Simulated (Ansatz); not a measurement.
Consider SnO2 in the rutile structure (space group P4_2/mnm, No. 136; a = 4.769 Å, c = 3.212 Å). Axes: x, y, z lie along a, b, c of the conventional cell.

The change: uniaxial strain ε_zz = −1.20 %, all other strain components held at zero, atoms relaxed at fixed cell.

The values are results of PBEsol (Ansatz, an electronic-structure program, PAW, no spin-orbit coupling), not measurements.

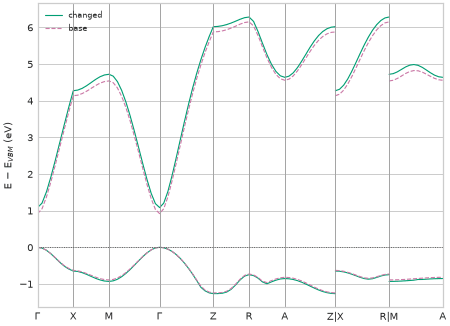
Figure: Highest valence and lowest conduction band along the path, each from its own valence-band maximum

The gap is 1.08 eV, direct at Γ; the base has 0.92 eV.

Stability against distortions was not tested.
